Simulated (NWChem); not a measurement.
# triplet MgCl2 at 3 levels

Wanted: a comparison of 3 runs (U-wB97X/cc-pVTZ, UB2PLYP/cc-pVTZ, UCAM-B3LYP/cc-pVTZ) of triplet MgCl2. 

The calculation is run with NWChem 7.3.0.

### Step 1. The structure to begin with

MgCl2: 3 atoms, total charge 0, spin state triplet. As SMILES of the parent species, `[Cl][Mg][Cl]`. The coordinates come from a PBE0-D4/def2-TZVP relaxation. That shape belongs to the parent species and isn't relaxed for this state.

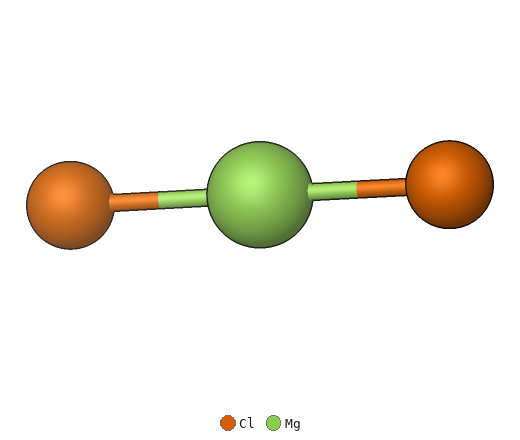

The structure, seen from a chosen angle (chlorine orange, magnesium green).

### Step 2. A single-point energy at U-wB97X/cc-pVTZ (run 1)

Contents of sp.xyz:

```xyz
3
Cl2Mg
Cl     0.464200     2.042800     0.469200
Mg    -0.005100    -0.021200    -0.004700
Cl    -0.470100    -2.086400    -0.477600
```

Contents of sp.nw:

```
start sp
title "Cl2Mg"
memory 2200 mb
geometry noautosym nocenter noautoz
load format xyz sp.xyz
end
basis spherical bse
* library cc-pVTZ
end
dft
xc wb97x
mult 3
grid fine
convergence energy 1e-08
iterations 100
mulliken
end
task dft
```

Launch:

```console
$ nwchem sp.nw > sp.out
```

Output:

```text
[...]
          Wavefunction type:  spin polarized.
          No. of atoms     :     3
          No. of electrons :    46
[...]
          Charge           :     0
          Spin multiplicity:     3
[...]
          AO basis - number of functions:   102
[...]
              XC Information
              --------------
                       wb97x  Method XC Functional
                     Hartree-Fock (Exact) Exchange  1.000
                         wb97x Exchange Functional  1.000
                      wb97x Correlation Functional  1.000
[...]
 d= 0,ls=0.0,diis     1  -1120.4080125409 -1.26D+03  3.55D-03  1.05D-01    10.0
[...]
 d= 0,ls=0.0,diis    11  -1120.4318678471 -2.22D-09  8.11D-07  1.76D-10   105.5
[...]
         Total DFT energy =    -1120.431867847127
      One electron energy =    -1818.459718123225
           Coulomb energy =      636.157613752262
    Exchange-Corr. energy =      -72.919745500253
 Nuclear repulsion energy =      134.789982024089
[...]
      Total Density - Mulliken Population Analysis
     ---------------------------------------------
    Atom       Charge   Shell Charges
 -----------   ------   -------------------------------------------------------
    1 Cl  17    17.05   2.00  1.83  0.24  1.21  0.65  5.80  1.14  2.80  1.37  0.00  0.01  0.00
    2 Mg  12    11.90   2.00  1.92  0.34  0.49  0.42  6.04  0.15  0.23  0.03  0.11  0.12  0.05
    3 Cl  17    17.05   2.00  1.83  0.24  1.21  0.65  5.80  1.14  2.80  1.37  0.00  0.01  0.00
[...]
      <S2> =      2.0152 (Exact =     2.0000)
[...]
```

Run time: 1.8 min. Hardware: 1 thread of AMD EPYC 9R14 (Zen 4), shared host; peak memory 0.12 GiB.

### Step 3. A single-point energy at UB2PLYP/cc-pVTZ (run 2)

Contents of job.nw:

```
start job
title "Cl2Mg"
memory total 2200 mb
geometry units angstrom noautosym nocenter noautoz
  Cl       0.464200       2.042800       0.469200
  Mg      -0.005100      -0.021200      -0.004700
  Cl      -0.470100      -2.086400      -0.477600
end
basis spherical bse
  Cl library cc-pVTZ
  Mg library cc-pVTZ
end
dft
  xc hfexch 0.53 becke88 0.47 lyp 0.73 mp2 0.27
  dftmp2 semidirect
  mult 3
  grid fine
  convergence energy 1e-08
  iterations 100
  mulliken
end
mp2
  freeze core 11
end
task dft energy
```

Launch:

```console
$ nwchem job.nw > job.out
```

Output:

```text
[...]
          Wavefunction type:  spin polarized.
          No. of atoms     :     3
          No. of electrons :    46
[...]
          Charge           :     0
          Spin multiplicity:     3
[...]
          AO basis - number of functions:   102
[...]
              XC Information
              --------------
                     Hartree-Fock (Exact) Exchange  0.530
                    Becke 1988 Exchange Functional  0.470
              Lee-Yang-Parr Correlation Functional  0.730
[...]
 d= 0,ls=0.0,diis     1  -1119.9395028607 -1.25D+03  3.10D-03  5.00D-02     7.9
[...]
 d= 0,ls=0.0,diis    10  -1119.9589668723 -1.50D-09  5.42D-07  2.13D-10    56.5
[...]
         Total DFT energy =    -1119.958966872307
      One electron energy =    -1818.482194695334
           Coulomb energy =      636.215307364234
    Exchange-Corr. energy =      -72.482061565296
 Nuclear repulsion energy =      134.789982024089
[...]
      Total Density - Mulliken Population Analysis
     ---------------------------------------------
    Atom       Charge   Shell Charges
 -----------   ------   -------------------------------------------------------
    1 Cl  17    17.07   2.00  1.85  0.23  1.21  0.65  5.81  1.12  2.79  1.40  0.00  0.01  0.00
    2 Mg  12    11.86   2.00  1.94  0.32  0.48  0.46  6.03  0.17  0.15  0.04  0.11  0.11  0.06
    3 Cl  17    17.07   2.00  1.85  0.23  1.21  0.65  5.81  1.12  2.79  1.40  0.00  0.01  0.00
[...]
      <S2> =      2.0124 (Exact =     2.0000)
[...]
  Basis functions       =    102
[...]
```

Run time: 81 s. Hardware: 1 thread of AMD EPYC 9R14 (Zen 4), shared host; peak memory 0.31 GiB.

### Step 4. A single-point energy at UCAM-B3LYP/cc-pVTZ (run 3)

Contents of nw.xyz:

```xyz
3

Cl     0.464200     2.042800     0.469200
Mg    -0.005100    -0.021200    -0.004700
Cl    -0.470100    -2.086400    -0.477600
```

Contents of nw.nw:

```
start nw
memory total 2200 mb

geometry noautosym nocenter noautoz
load nw.xyz
end

basis spherical bse
Cl library cc-pVTZ
Mg library cc-pVTZ
end

dft
xc xcamb88 1.00 lyp 0.81 vwn_5 0.19 hfexch 1.00
cam 0.33 cam_alpha 0.19 cam_beta 0.46
mult 3
grid fine
convergence energy 1e-08
direct
maxiter 100
mulliken
end

task dft energy
```

Launch:

```console
$ nwchem nw.nw > nw.out
```

Output:

```text
[...]
          Wavefunction type:  spin polarized.
          No. of atoms     :     3
          No. of electrons :    46
[...]
          Charge           :     0
          Spin multiplicity:     3
[...]
          AO basis - number of functions:   102
[...]
              XC Information
              --------------
                     Hartree-Fock (Exact) Exchange  1.000
                   CAM-Becke88 Exchange Functional  1.000
                      VWN V Correlation Functional  0.190 local
              Lee-Yang-Parr Correlation Functional  0.810
[...]
 d= 0,ls=0.0,diis     1  -1120.4643154540 -1.26D+03  3.65D-03  1.33D-01     9.8
[...]
 d= 0,ls=0.0,diis    10  -1120.4911534129 -3.29D-09  6.21D-07  1.52D-10    93.9
[...]
         Total DFT energy =    -1120.491153412878
      One electron energy =    -1818.466805163787
           Coulomb energy =      636.152286138786
    Exchange-Corr. energy =      -72.966616411966
 Nuclear repulsion energy =      134.789982024089
[...]
      Total Density - Mulliken Population Analysis
     ---------------------------------------------
    Atom       Charge   Shell Charges
 -----------   ------   -------------------------------------------------------
    1 Cl  17    17.04   2.00  1.82  0.26  1.20  0.64  5.80  1.17  2.73  1.41  0.00  0.01  0.00
    2 Mg  12    11.92   2.00  1.91  0.38  0.49  0.43  6.06  0.16  0.17  0.04  0.12  0.11  0.06
    3 Cl  17    17.04   2.00  1.82  0.26  1.20  0.64  5.80  1.17  2.73  1.41  0.00  0.01  0.00
[...]
      <S2> =      2.0075 (Exact =     2.0000)
[...]
```

Run time: 95 s. Hardware: 1 thread of AMD EPYC 9R14 (Zen 4), shared host; peak memory 0.12 GiB.

### Step 5. All runs side by side

| run | level | frozen core orbitals | energy (Eh) | dipole moment (D) | HOMO energy (eV) | ⟨S²⟩ | wall time |
| --- | --- | --- | --- | --- | --- | --- | --- |
| 1 | U-wB97X/cc-pVTZ | – | -1120.431868 | 0.02 | -5.27 | 2.015 | 1.8 min |
| 2 | UB2PLYP/cc-pVTZ | 11 | -1120.102441 | 0.01 | -4.21 | 2.012 | 81 s |
| 3 | UCAM-B3LYP/cc-pVTZ | – | -1120.491153 | 0.01 | -4.67 | 2.007 | 95 s |

### Step 6. Results

| quantity | value |
| --- | --- |
| run 3: total energy | -1120.49115 Eh |
| run 3: dipole moment | 0.01 D |
| run 3: HOMO energy (highest over α and β) | -4.67 eV |
| run 3: ⟨S²⟩ | 2.007 |

In words: Totals of different functionals can't be ranked against each other. All runs together took 4.7 min, the longest 1.8 min.
